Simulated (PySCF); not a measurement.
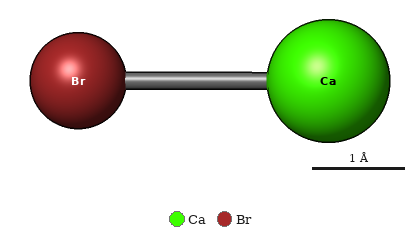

The structure (ball-and-stick view, seen on its broad side). Sticks mark near contacts.

**CaBr (charge −1): single-point calculation**

- system: CaBr, charge −1
- method: UHF/pcseg-1 (PySCF 2.14.0)

## Log
```
PySCF version 2.14.0

[INPUT] verbose = 4
[INPUT] num. atoms = 2
[INPUT] num. electrons = 56
[INPUT] charge = -1
[INPUT] spin (= nelec alpha-beta = 2S) = 0
[INPUT] symmetry False subgroup None
[INPUT] Mole.unit = angstrom
[INPUT] Symbol           X                Y                Z      unit          X                Y                Z       unit  Magmom
[INPUT]  1 Ca     0.000000000000   0.000000000000   0.000000000000 AA    0.000000000000   0.000000000000   0.000000000000 Bohr   0.0
[INPUT]  2 Br     0.000000000000   0.000000000000   2.739000000000 AA    0.000000000000   0.000000000000   5.175959855184 Bohr   0.0

nuclear repulsion = 135.240616153341
number of shells = 6
number of NR pGTOs = 146
number of NR cGTOs = 51
basis = pcseg-1
ecp = {}

******** <class 'pyscf.df.df_jk.DFUHF'> ********
method = DFUHF
initial guess = minao
damping factor = 0
level_shift factor = 0
DIIS = <class 'pyscf.scf.diis.CDIIS'>
diis_start_cycle = 1
diis_space = 8
diis_damp = 0
SCF conv_tol = 1e-09
SCF conv_tol_grad = None
SCF max_cycles = 50
direct_scf = False
number electrons alpha = 28  beta = 28
Set gradient conv threshold to 3.16228e-05
******** <class 'pyscf.df.df.DF'> ********
auxbasis = def2-universal-jkfit
init E= -3247.56204716226
  alpha nocc = 28  HOMO = -0.151674646990326  LUMO = 0.0730285390500796
  beta  nocc = 28  HOMO = -0.152018749723946  LUMO = 0.0730285390500796
  HOMO = -0.15167464699  LUMO = 0.0730285390501  gap/eV = 6.11449
cycle= 1 E= -3248.81048034664  delta_E= -1.25  |g|= 0.179  |ddm|= 0.908
  alpha nocc = 28  HOMO = -0.0189522413455689  LUMO = 0.238793779177234
  beta  nocc = 28  HOMO = -0.0192031480559023  LUMO = 0.238793779177234
  HOMO = -0.0189522413456  LUMO = 0.238793779177  gap/eV = 7.01363
cycle= 2 E= -3248.84514712523  delta_E= -0.0347  |g|= 0.0728  |ddm|= 0.847
  alpha nocc = 28  HOMO = -0.0221744961054819  LUMO = 0.23469931827936
  beta  nocc = 28  HOMO = -0.0222905511437292  LUMO = 0.23469931827936
  HOMO = -0.0221744961055  LUMO = 0.234699318279  gap/eV = 6.98989
cycle= 3 E= -3248.84868884836  delta_E= -0.00354  |g|= 0.0143  |ddm|= 0.216
  alpha nocc = 28  HOMO = -0.0261599257423131  LUMO = 0.228654656637054
  beta  nocc = 28  HOMO = -0.0262273194242981  LUMO = 0.228654656637054
  HOMO = -0.0261599257423  LUMO = 0.228654656637  gap/eV = 6.93386
cycle= 4 E= -3248.84935750099  delta_E= -0.000669  |g|= 0.00366  |ddm|= 0.163
  alpha nocc = 28  HOMO = -0.0261481497693699  LUMO = 0.227354291164855
  beta  nocc = 28  HOMO = -0.0262110164564113  LUMO = 0.227354291164855
  HOMO = -0.0261481497694  LUMO = 0.227354291165  gap/eV = 6.89815
cycle= 5 E= -3248.84940183828  delta_E= -4.43e-05  |g|= 0.000574  |ddm|= 0.0518
  alpha nocc = 28  HOMO = -0.0262102221551723  LUMO = 0.227146305583347
  beta  nocc = 28  HOMO = -0.0262632392759496  LUMO = 0.227146305583347
  HOMO = -0.0262102221552  LUMO = 0.227146305583  gap/eV = 6.89418
cycle= 6 E= -3248.84940258472  delta_E= -7.46e-07  |g|= 0.000171  |ddm|= 0.00488
  alpha nocc = 28  HOMO = -0.0262004215914831  LUMO = 0.22715436645133
  beta  nocc = 28  HOMO = -0.0262451609093413  LUMO = 0.22715436645133
  HOMO = -0.0262004215915  LUMO = 0.227154366451  gap/eV = 6.89413
cycle= 7 E= -3248.8494026384  delta_E= -5.37e-08  |g|= 5.36e-05  |ddm|= 0.00092
  alpha nocc = 28  HOMO = -0.0262112485996717  LUMO = 0.227140843833884
  beta  nocc = 28  HOMO = -0.0262479485044951  LUMO = 0.227140843833884
  HOMO = -0.0262112485997  LUMO = 0.227140843834  gap/eV = 6.89406
cycle= 8 E= -3248.84940264811  delta_E= -9.72e-09  |g|= 2.63e-05  |ddm|= 0.000354
  alpha nocc = 28  HOMO = -0.0262162966220985  LUMO = 0.227136744410765
  beta  nocc = 28  HOMO = -0.0262448147598462  LUMO = 0.227136744410765
  HOMO = -0.0262162966221  LUMO = 0.227136744411  gap/eV = 6.89409
cycle= 9 E= -3248.84940265286  delta_E= -4.75e-09  |g|= 1.75e-05  |ddm|= 0.000213
  alpha nocc = 28  HOMO = -0.026220337179822  LUMO = 0.227135965007048
  beta  nocc = 28  HOMO = -0.026239584829407  LUMO = 0.227135965007048
  HOMO = -0.0262203371798  LUMO = 0.227135965007  gap/eV = 6.89418
cycle= 10 E= -3248.84940265638  delta_E= -3.52e-09  |g|= 1.14e-05  |ddm|= 0.000229
  alpha nocc = 28  HOMO = -0.0262255559373792  LUMO = 0.227134673838049
  beta  nocc = 28  HOMO = -0.0262349985625214  LUMO = 0.227134673838049
  HOMO = -0.0262255559374  LUMO = 0.227134673838  gap/eV = 6.89428
cycle= 11 E= -3248.84940265853  delta_E= -2.15e-09  |g|= 6.14e-06  |ddm|= 0.000239
  alpha nocc = 28  HOMO = -0.0262290248384554  LUMO = 0.227134067226379
  beta  nocc = 28  HOMO = -0.0262307720251549  LUMO = 0.227134067226379
  HOMO = -0.0262290248385  LUMO = 0.227134067226  gap/eV = 6.89436
cycle= 12 E= -3248.84940265921  delta_E= -6.83e-10  |g|= 1.73e-06  |ddm|= 0.000186
  alpha nocc = 28  HOMO = -0.0262292905411683  LUMO = 0.227133766725179
  beta  nocc = 28  HOMO = -0.0262307820624612  LUMO = 0.227133766725179
  HOMO = -0.0262292905412  LUMO = 0.227133766725  gap/eV = 6.89436
```

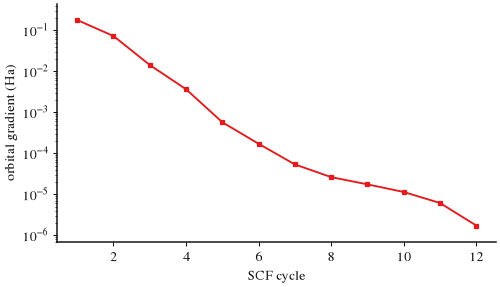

Convergence of the self-consistent field: orbital gradient against the SCF cycle. The residual falls at every step.

```
Extra cycle  E= -3248.84940265922  delta_E= -1.05e-11  |g|= 1.13e-06  |ddm|= 7.92e-06
converged SCF energy = -3248.84940265922  <S^2> = 8.401031e-10  2S+1 = 1

WARN: System has nonzero charge -1; the dipole moment is origin-dependent.
Location of origin: [0. 0. 0.]

Dipole moment(X, Y, Z, Debye):  0.00000, -0.00000, -3.92247
orbital energies (hartree): [array([-0.2223, -0.2223, -0.0262,  0.2271,  0.2271,  0.2425]), array([-0.2223, -0.2223, -0.0262,  0.2271,  0.2271,  0.2425])]
```

The run was set up as follows.

## The input
```python
from pyscf import gto, scf

mol = gto.M(
    atom='Ca 0 0 0; Br 0 0 2.739',
    basis='pcseg-1',
    charge=-1,
    spin=0,
    verbose=4,
)
mf = scf.UHF(mol)
mf = mf.density_fit(auxbasis='def2-universal-jkfit')
mf.kernel()
mf.dip_moment()
print('orbital energies (hartree):', [e[max(0, n-3):n+3].round(4) for e, n in zip(mf.mo_energy, mol.nelec)])
```

Launch command:
```bash
OMP_NUM_THREADS=1 python input.py
```

## Summary

```json
{"quantity": "outcome", "value": "converged"}
{"quantity": "SCF energy", "value": "−3248.849403 hartree"}
{"quantity": "hardware", "value": "1 CPU thread, shared host"}
{"quantity": "wall time", "value": "0.85 s"}
```
